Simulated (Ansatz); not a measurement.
# triplet C2H6Si at 6 levels

Aim: a comparison of 6 runs (UHF/STO-3G, UHF/cc-pVDZ, UB3LYP/6-31G*, UPBE/cc-pVDZ, RPA@PBE0/cc-pVDZ, UCCSD/cc-pVDZ) of triplet C2H6Si. 

The calculation is run with Ansatz 0.2.0.

60 further runs of the same task are left out: 60 set aside as unsound or not needed.

**1. The molecule**

C2H6Si has 9 atoms, charge 0, and is taken as a triplet. As SMILES of the parent species, `CC[SiH]`. Geometry: relaxed at PBE0-D4/def2-TZVP. This is one conformer, not always the lowest. That shape belongs to the parent species and isn't relaxed for this state.

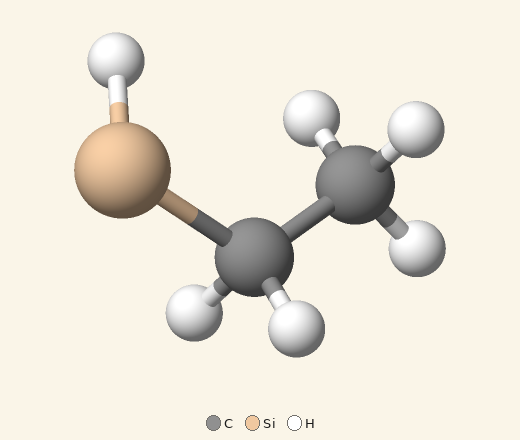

The structure, seen from a chosen angle (carbon grey, silicon light orange, hydrogen white).

**2. The energy at UHF/STO-3G (run 1)**

File job.yaml:

```yaml
crystal:
  periodic: [false, false, false]
  atoms:
    - symbol: C
      position_ang: [-0.593600, 0.495600, -0.562700]
    - symbol: C
      position_ang: [0.423400, -0.563800, -0.158900]
    - symbol: Si
      position_ang: [1.475100, -0.358700, 1.398700]
    - symbol: H
      position_ang: [-1.208900, 0.173100, -1.407700]
    - symbol: H
      position_ang: [-0.098000, 1.423000, -0.860500]
    - symbol: H
      position_ang: [-1.258400, 0.736300, 0.269500]
    - symbol: H
      position_ang: [1.051000, -0.864800, -1.004300]
    - symbol: H
      position_ang: [-0.103000, -1.497700, 0.133400]
    - symbol: H
      position_ang: [0.401100, 0.410600, 2.175300]
basis:
  gaussian:
    orbitals: STO-3G
accuracy: high
magnetization:
  spin_polarized: true
  initial_magnetization: 2
hamiltonian:
  xc: hf
output: {orbitals: {seedname: orbitals}}
```

Started as:

```console
$ ansatz run job.yaml --threads 1 --pin off --max-ram 3480MiB --events-out events.jsonl --progress --plain --runs-dir runs
```

The log of the run:

```text
Warning: RAYON_NUM_THREADS=1 ignored (pool sized by the plan → 1); use --threads N
Functional definition: HF
  name "HF"
  exchange = exact_x
  correlation = 0
482 factors; integrals over basis functions are off by at most 7.2e-9 eV
mean field evaluation 1: about -9897.8315 eV, gradient 8.7e0 eV
mean field evaluation 2: about -9897.9707 eV, gradient 8.6e0 eV
mean field evaluation 4: about -9899.0664 eV, gradient 1.4e0 eV
mean field evaluation 8: about -9899.1388 eV, gradient 9.9e-4 eV
mean field -9899.13791752 eV, -363.7866085922 hartree, gradient 2.9e-8 eV, S^2 2.002056; 0 other end points of the search recorded, 0 dependent functions left out
reference -9899.13791752 eV, -363.7866085922 hartree; 17, 15 occupied and 8, 10 virtual orbitals, 482 factors
Total energy: -9899.13791752 eV, -363.7866085922 hartree
```

Wall time 0.24 s (1 thread of Arm Neoverse V1, shared host).

**3. A single-point energy at UHF/cc-pVDZ (run 2)**

File input.yaml:

```yaml
crystal:
  periodic: [false, false, false]
  atoms:
    - {symbol: C, position_ang: [-0.593600, 0.495600, -0.562700]}
    - {symbol: C, position_ang: [0.423400, -0.563800, -0.158900]}
    - {symbol: Si, position_ang: [1.475100, -0.358700, 1.398700]}
    - {symbol: H, position_ang: [-1.208900, 0.173100, -1.407700]}
    - {symbol: H, position_ang: [-0.098000, 1.423000, -0.860500]}
    - {symbol: H, position_ang: [-1.258400, 0.736300, 0.269500]}
    - {symbol: H, position_ang: [1.051000, -0.864800, -1.004300]}
    - {symbol: H, position_ang: [-0.103000, -1.497700, 0.133400]}
    - {symbol: H, position_ang: [0.401100, 0.410600, 2.175300]}
basis:
  gaussian:
    orbitals: cc-pVDZ
magnetization:
  spin_polarized: true
  initial_magnetization: 2
hamiltonian:
  xc: hf
accuracy: high
output: {orbitals: {seedname: orbitals}}
```

Started as:

```console
$ ansatz run input.yaml --threads 1 --pin off --max-ram 3480MiB --events-out events.jsonl --progress --plain --runs-dir runs
```

The log of the run:

```text
Warning: RAYON_NUM_THREADS=1 ignored (pool sized by the plan → 1); use --threads N
Functional definition: HF
  name "HF"
  exchange = exact_x
  correlation = 0
1848 factors; integrals over basis functions are off by at most 3.7e-9 eV
mean field evaluation 1: about -10013.1340 eV, gradient 1.8e1 eV
mean field evaluation 2: about -10013.2213 eV, gradient 1.8e1 eV
mean field evaluation 4: about -10015.6083 eV, gradient 2.8e0 eV
mean field evaluation 8: about -10015.7265 eV, gradient 2.1e-1 eV
mean field evaluation 16: about -10015.7283 eV, gradient 1.2e-8 eV
mean field -10015.72826067 eV, -368.0712246752 hartree, gradient 4.9e-8 eV, S^2 2.004307; 0 other end points of the search recorded, 0 dependent functions left out
reference -10015.72826067 eV, -368.0712246752 hartree; 17, 15 occupied and 59, 61 virtual orbitals, 1848 factors
Total energy: -10015.72826067 eV, -368.0712246752 hartree
```

It took 2.6 s on 1 thread of Arm Neoverse V1, shared host; peak memory 0.23 GiB.

Runs 3 to 5 aren't shown in full; the table further down has their settings and results.

**4. The energy at UCCSD/cc-pVDZ (run 6)**

File run.yaml:

```yaml
crystal:
  periodic: [false, false, false]
  atoms:
    - {symbol: C, position_ang: [-0.593600, 0.495600, -0.562700]}
    - {symbol: C, position_ang: [0.423400, -0.563800, -0.158900]}
    - {symbol: Si, position_ang: [1.475100, -0.358700, 1.398700]}
    - {symbol: H, position_ang: [-1.208900, 0.173100, -1.407700]}
    - {symbol: H, position_ang: [-0.098000, 1.423000, -0.860500]}
    - {symbol: H, position_ang: [-1.258400, 0.736300, 0.269500]}
    - {symbol: H, position_ang: [1.051000, -0.864800, -1.004300]}
    - {symbol: H, position_ang: [-0.103000, -1.497700, 0.133400]}
    - {symbol: H, position_ang: [0.401100, 0.410600, 2.175300]}
basis:
  gaussian: {orbitals: cc-pVDZ}
correlation: {method: ccsd, frozen_orbitals: {C: 1, H: 0, Si: 5}}
scf: {omitted_lower_state_checks: [cluster_reference, increment]}
accuracy: high
magnetization: {spin_polarized: true, initial_magnetization: 2}
```

Started as:

```console
$ ansatz run run.yaml --threads 1 --pin off --max-ram 3480MiB --events-out events.jsonl --progress --plain --runs-dir runs
```

The log of the run, cut to the lines that bear on the results:

```text
Warning: RAYON_NUM_THREADS=1 ignored (pool sized by the plan → 1); use --threads N
Functional definition: HF
  name "HF"
[...]
1848 factors; integrals over basis functions are off by at most 3.7e-9 eV
[...]
mean field -10015.72826067 eV, -368.0712246752 hartree, gradient 4.9e-8 eV, S^2 2.004307; 0 other end points of the search recorded, 0 dependent functions left out
7 core orbitals not correlated: weight in the atoms' cores, before any rotation towards them, 1.000 or more for the frozen orbitals, at most 0.000 for the correlated occupied ones
reference -10015.72826067 eV, -368.0712246752 hartree; 10, 8 occupied and 59, 61 virtual orbitals, 1848 factors
second order -9.81330304 eV of doubles, -0.00000000 eV of singles
cycle   1  -10.68701206 eV  change   -8.7e-1 eV  update   7.5e-2
[...]
cycle  24  -11.09245252 eV  change    1.1e-9 eV  update   1.1e-9
Total energy: -10026.82071319 eV, -368.4788647864 hartree
Checks for a lower state left out: cluster_reference, increment
```

Wall time 21 s (1 thread of Arm Neoverse V1, shared host); peak memory 0.65 GiB.

**5. All runs side by side**

| run | level | Cartesian functions | frozen core orbitals | energy (Eh) | HOMO energy (eV) | ⟨S²⟩ | wall time |
| --- | --- | --- | --- | --- | --- | --- | --- |
| 1 | UHF/STO-3G | no | – | -363.786609 | -4.82 | 2.002 | 0.24 s |
| 2 | UHF/cc-pVDZ | no | – | -368.071225 | -7.71 | 2.004 | 2.6 s |
| 3 | UB3LYP/6-31G* (Cartesian functions) | yes | – | -369.201607 | -4.61 | 2.002 | 8.7 s |
| 4 | UPBE/cc-pVDZ | no | – | -368.929870 | -3.93 | 2.003 | 8.4 s |
| 5 | RPA@PBE0/cc-pVDZ | no | 7 | -368.639523 | – | 2.002 | 17 s |
| 6 | UCCSD/cc-pVDZ | no | 7 | -368.478865 | – | 2.004 | 21 s |

**6. Results**

| quantity | value |
| --- | --- |
| run 6: total energy | -368.47886 Eh |
| run 6: correlation energy (7 core orbitals frozen) | -407.6 mEh |
| run 6: ⟨S²⟩ of the reference determinant | 2.004 |
| run 6: T1 diagnostic | 0.013 |

What this shows: Totals of different functionals can't be ranked against each other. In run 1 the basis is minimal, so the values are rough. All runs together took 58 s, the longest 21 s.
